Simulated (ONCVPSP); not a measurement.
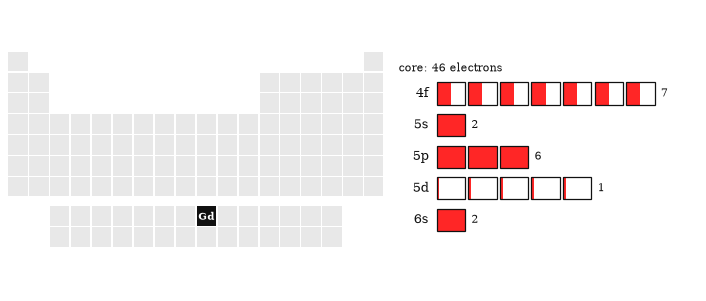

Figure 1. Left, the place of gadolinium in the periodic table; right, the valence shells of the reference configuration: a box for each of the 2l + 1 orbitals, shaded by the share of the shell that is filled, with the electron count at the right. The shells are those of the unaltered input.

Gd: pseudopotential generation

- system: gadolinium (Gd, Z = 64), core [Kr] 4d10, reference valence 4f7 5s2 5p6 5d1 6s2, valence charge 18. (This line and the method describe the unaltered input from which the odd one was made.)
- method: ONCV potential, PBEsol, scalar-relativistic, made with ONCVPSP 4.0.1

The input:
```
# ATOM AND REFERENCE CONFIGURATION
# atsym  z   nc   nv     iexc    psfile
  Gd 64.00    9    5  -116133      upf
#
#   n    l    f
    1    0    2.00
    2    0    2.00
    2    1    6.00
    3    0    2.00
    3    1    6.00
    3    2   10.00
    4    0    2.00
    4    1    6.00
    4    2   10.00
    4    3    7.00
    5    0    2.00
    5    1    6.00
    5    2    1.00
    6    0    2.00
#
# PSEUDOPOTENTIAL AND OPTIMIZATION
# lmax
    3
#
#   l,   rc,      ep,       ncon, nbas, qcut
    0    2.15    0.00    5    9    4.70
    1    1.60    0.00    1    9    4.60
    2    2.90    0.00    4    9    4.50
    3    1.15    0.00    4    9   14.30
#
# LOCAL POTENTIAL
# lloc, lpopt,  rc(5),   dvloc0
    3    5    1.15    0.00
#
# VANDERBILT-KLEINMAN-BYLANDER PROJECTORs
# l, nproj, debl
    0    2    2.10
    1    2    0.60
    2    2    2.70
    3    0    0.60
#
# MODEL CORE CHARGE
# icmod, fcfact, rcfact
    3    3.75    1.05
#
# LOG DERIVATIVE ANALYSIS
# epsh1, epsh2, depsh
   -3.00    5.00    0.02
#
# OUTPUT GRID
# rlmax, drl
    6.00    0.01
#
# TEST CONFIGURATIONS
# ncnf
    4
# nvcnf
#   n    l    f
    5
    4    3    7.00
    5    0    2.00
    5    1    6.00
    5    2    1.00
    6    0    1.00
#
    5
    4    3    7.00
    5    0    2.00
    5    1    6.00
    5    2    1.00
    6    0    0.00
#
    5
    4    3    7.00
    5    0    2.00
    5    1    6.00
    5    2    0.00
    6    0    0.00
#
    5
    4    3    6.00
    5    0    2.00
    5    1    6.00
    5    2    1.00
    6    0    2.00
#
```

Command:
```bash
oncvpsp.x < Gd.dat > Gd.out
```

Output (extracts):
```
ONCVPSP  (Optimized Norm-Conservinng Vanderbilt PSeudopotential)
scalar-relativistic version 4.0.1

ONCVPSP  (Optimized Norm-Conservinng Vanderbilt PSeudopotential)
scalar-relativistic version 4.0.1 03/01/2019

While it is not required under the terms of the GNU GPL, it is
suggested that you cite D. R. Hamann, Phys. Rev. B 88, 085117 (2013)
in any publication utilizing these pseudopotentials.

test_data: must have 3 <= ncon <= 5, l=   1
test_data: must have ncon+3 <= nbas <= ncon+5, l=   1
 for nproj=2
ERROR: test_data found   2 ERROR; stopping
```

What the run reported:

- outcome: refused by the program
- hardware: 1 CPU thread, shared host

Diagnosis:

This input holds a deliberate fault: ncon of l = 1 set to 1. The generator stopped with the message “test_data: must have 3 <= ncon <= 5, l= 1”. In words: the input breaks a rule of the program on the basis size: nbas must lie between ncon + 3 and ncon + 5.
